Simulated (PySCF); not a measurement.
Cl2H3Si2 (SMILES [SiH3][Si+](Cl)Cl) (charge +1)

```yaml
atoms:
  - { symbol: Cl, position_ang: [-0.0036, 0.6185, -2.5877] }
  - { symbol: Cl, position_ang: [-3.1482, -0.2048, -3.3863] }
  - { symbol: Si, position_ang: [-1.9973, -1.2148, 0.1321] }
  - { symbol: Si, position_ang: [-1.7014, -0.2516, -2.0202] }
  - { symbol: H, position_ang: [-2.5113, -0.0496, 0.8999] }
  - { symbol: H, position_ang: [-0.6244, -1.6498, 0.4886] }
  - { symbol: H, position_ang: [-2.9887, -2.2887, -0.1231] }
```

Geometry: PBE0-D3(BJ)/def2-SVP.

Level of theory: PySCF, Gaussian-basis quantum chemistry of an isolated molecule with PySCF, energy and nuclear gradient, functional PBE0.

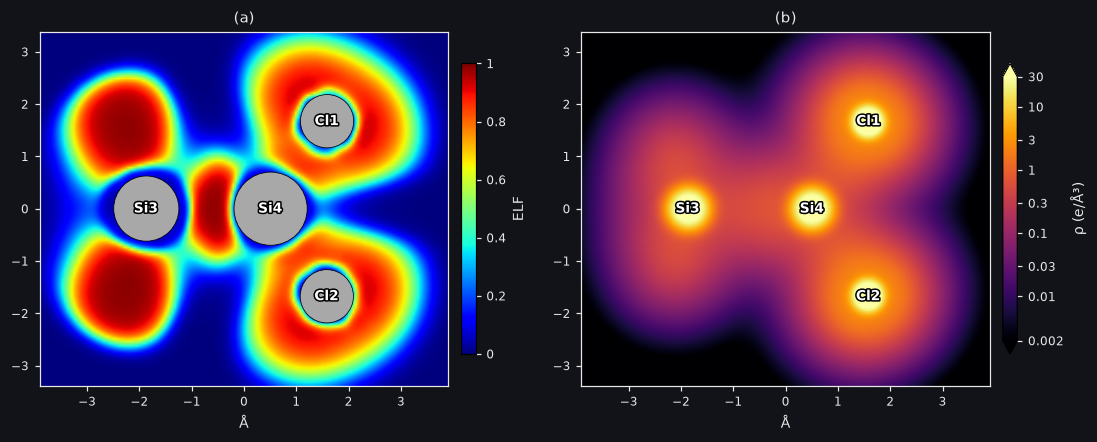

Figure 1. (a) ELF; (b) electron density on the plane of atoms Cl1, Si4 and Si3. Grey discs cover the atomic cores in the ELF map.

Read the bonding off the picture.

Answer.
- The plane passes through Cl and Si nuclei.
- Si–Cl (1.99 Å): ρ is about 1 e/Å³ halfway; the ELF peaks at about 0.85 between the atoms; a shared but strongly polarised pair.
- Si–Si (2.38 Å): ρ is about 0.58 e/Å³ halfway; the ELF peaks at about 1 between the atoms: localised, covalent bonding.
- The ELF also peaks beside Cl2 and Cl1, away from the bonds: lone-pair regions.

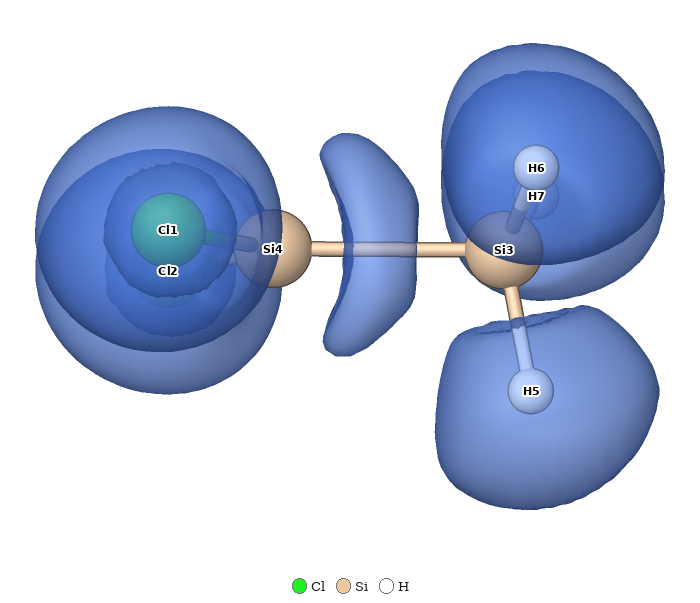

Figure 2. Isosurface of the electron localisation function at 0.75 (blue), seen from one side. Core shells and regions of very low density are left out.

Where are the electrons localised?

Answer. At this value the surface marks out one region between bonded Si–Si atoms (shared pairs), three regions around hydrogen nuclei and two regions on Cl in which the atom's valence shell and bonds are merged.

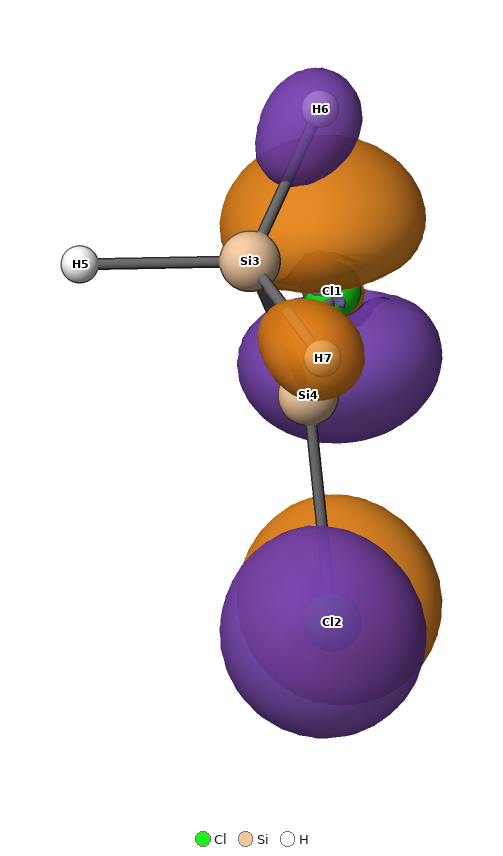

Figure 3. The HOMO−1 at ±0.15 Å⁻³ᐟ² (orange and purple are the two phases), seen at an oblique angle.

Where does this orbital lie, and at what energy?

Answer. Its weight (Hirshfeld) is mainly on Cl1 (about 40 %) and Cl2 (about 40 %); largely a combination of lone pairs on Cl1 and Cl2. Its energy is −14.86 eV.
